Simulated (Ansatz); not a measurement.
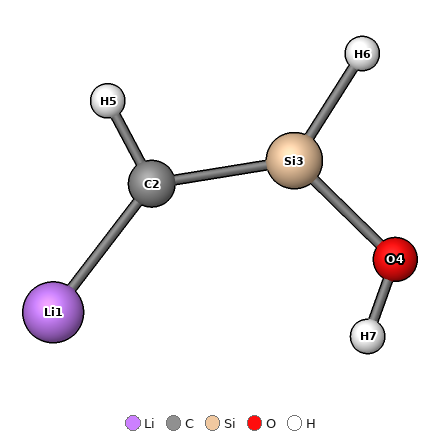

The system is CH₃LiOSi, SMILES [Li][CH]=[SiH]O; the picture shows the reference structure. The first coordinate is: angle C2–Si3–O4; the second: dihedral C2–Si3–O4–H7. Nothing is relaxed (all other coordinates rigid). Grid: 13 × 12 points; 91 points were computed and 65 follow by symmetry. Energies: kJ/mol, counted from the relaxed molecule at the same level. Computed with RKS PBE0-D4/def2-TZVP (Ansatz 0.2.0).

Its coordinates:

```yaml
atoms:
  - { symbol: Li, position_ang: [-1.3601, -1.9348, -1.1298] }
  - { symbol: C, position_ang: [-0.3027, -1.0794, 0.1938] }
  - { symbol: Si, position_ang: [0.3971, 0.4435, 0.4131] }
  - { symbol: O, position_ang: [0.3058, 1.7227, -0.6297] }
  - { symbol: H, position_ang: [-0.0602, -1.7070, 1.0627] }
  - { symbol: H, position_ang: [1.2198, 1.0005, 1.5172] }
  - { symbol: H, position_ang: [-0.1997, 1.5545, -1.4272] }
```

Range: angle C2–Si3–O4 from 91.3 to 161.3°; dihedral C2–Si3–O4–H7 from −180 to 150°.

Q: What landscape does the calculation give?

A: The lowest grid point is at angle C2–Si3–O4 = 126.3°, dihedral C2–Si3–O4–H7 = 0°, 0 kJ/mol from the relaxed molecule at the same level. A higher local minimum lies near angle C2–Si3–O4 = 126.3°, dihedral C2–Si3–O4–H7 = −180° (2.4 kJ/mol above the lowest at that grid point). The highest grid point, angle C2–Si3–O4 = 91.3°, dihedral C2–Si3–O4–H7 = 0°, lies 147 kJ/mol above the lowest. On the interpolated surface the easiest way out of the lowest well to the well at about angle C2–Si3–O4 = 124°, dihedral C2–Si3–O4–H7 = −180° passes a barrier of about 13 kJ/mol. Round the minimum the two coordinates are nearly uncoupled.

```
dihedral C2–Si3–O4–H7 ↓, angle C2–Si3–O4 →  91.3  97.2  103.0  108.8  114.7  120.5  126.3  132.2  138.0  143.8  149.7  155.5  161.3
                                       150   116    77     47     27     13      6      5     10     21     37     60     89    124
                                       120   129    87     57     35     20     12     10     14     24     40     63     91    127
                                        90   141    97     64     41     24     15     13     16     26     41     63     92    127
                                        60   146    99     65     40     22     13     10     13     22     37     59     87    122
                                        30   147    97     60     34     16      6      3      6     16     31     53     81    116
                                         0   147    95     58     31     13      3      0      3     12     28     50     78    113
                                       −30   147    97     60     34     16      6      3      6     16     31     53     81    116
                                       −60   146    99     65     40     22     13     10     13     22     37     59     87    122
                                       −90   141    97     64     41     24     15     13     16     26     41     63     92    127
                                      −120   129    87     57     35     20     12     10     14     24     40     63     91    127
                                      −150   116    77     47     27     13      6      5     10     21     37     60     89    124
                                      −180   111    72     43     23     10      3      2      8     19     35     58     87    123
```

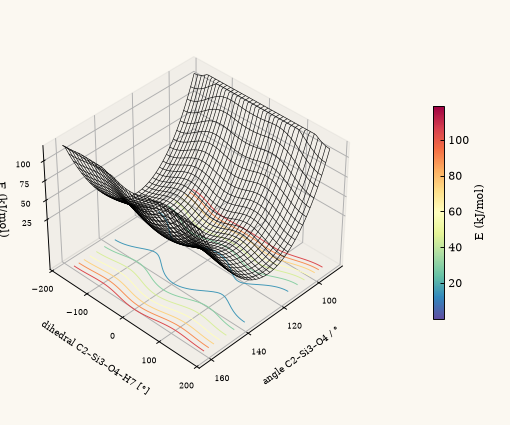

Drawn: a relief with its contours projected below, any walls above the top of the colour scale cut off. Between grid points the surface is interpolated.

Each point was launched as `ansatz run input.yaml --threads 1 --pin off --max-ram 2560MiB --backend cpu --events-out ev --progress --plain --runs-dir out`. Time for the 91 points that were run: 7.4 min on 1 thread of Arm Neoverse V1, on a shared host.
